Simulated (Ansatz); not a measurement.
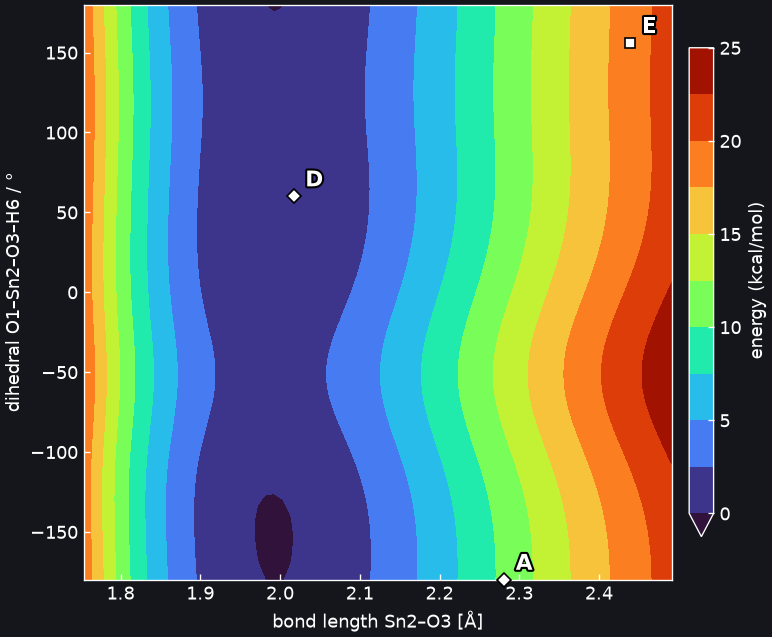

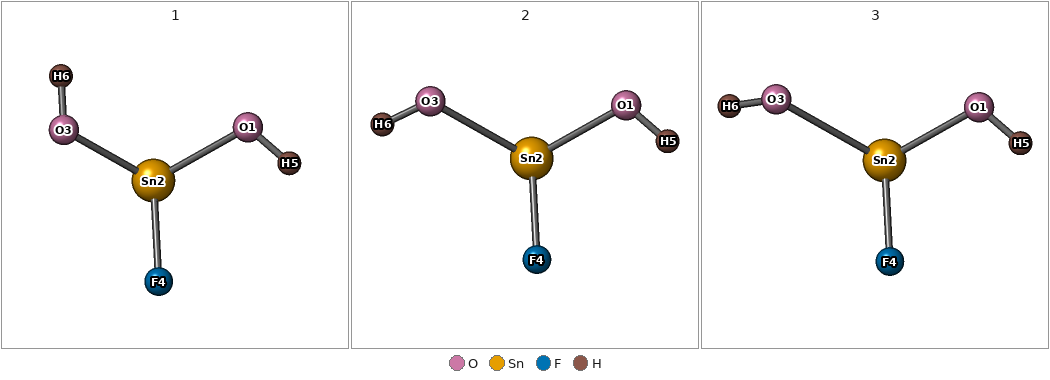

FH2O2Sn, SMILES [OH][Sn]([OH])[F], spin multiplicity 2. First axis: bond length Sn2–O3. Second axis: dihedral O1–Sn2–O3–H6. Nothing is relaxed (all other coordinates rigid). The grid has 15 × 15 points. All energies are given in kcal/mol relative to the lowest grid point. All numbers below come from UKS PBE0-D4/def2-SVP in Ansatz 0.2.0.

Drawn: filled contours, lettered points. Between grid points the surface is interpolated. The numbered pictures are the structures at these points, in random order.

### Which structure belongs to which point?

A is structure 2: bond length Sn2–O3 = 2.281 Å, dihedral O1–Sn2–O3–H6 = −180°, 10.5 kcal/mol; D is structure 1: bond length Sn2–O3 = 2.017 Å, dihedral O1–Sn2–O3–H6 = 60°, 0.12 kcal/mol; E is structure 3: bond length Sn2–O3 = 2.439 Å, dihedral O1–Sn2–O3–H6 = 156°, 18.7 kcal/mol.
